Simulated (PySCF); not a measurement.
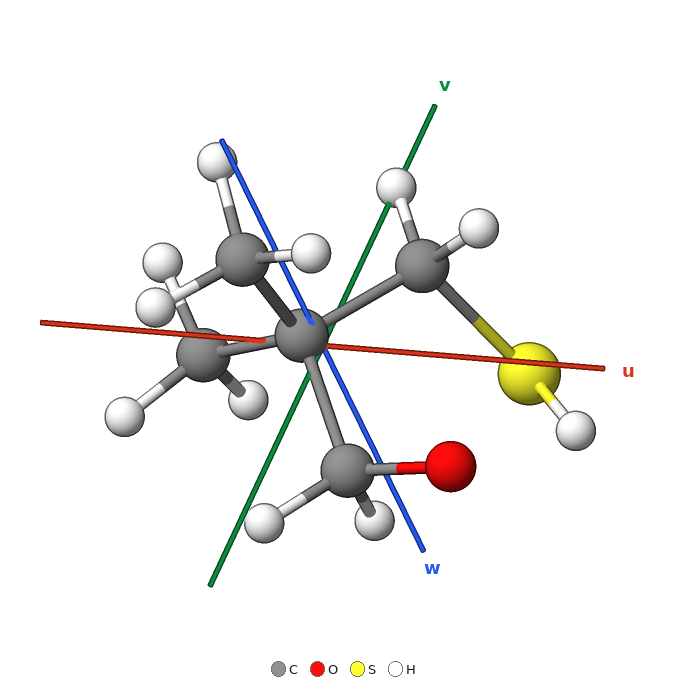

The lines u, v and w are the principal axes of the g tensor. Charge 0, doublet. The computed structure is the end point of a GFN2-xTB optimisation. No frequency run is at hand to confirm it as a minimum. Properties computed with UKS B3LYP, pcH-1 on C H O S, non-relativistic, mean-field spin-orbit, GIAO (PySCF 2.14.0). The run warned: orbitally degenerate or nearly so: second-order g, spin-orbit hyperfine and D do not apply.

**Along which axis does g lie farthest from the free-electron value?**

Along u: the shift is 50082 ppm.

Give the principal values and shifts.

| axis | g | shift (ppm) |
| --- | --- | --- |
| u | 2.05240 | 50082 |
| v | 2.00892 | 6601 |
| w | 2.00451 | 2194 |
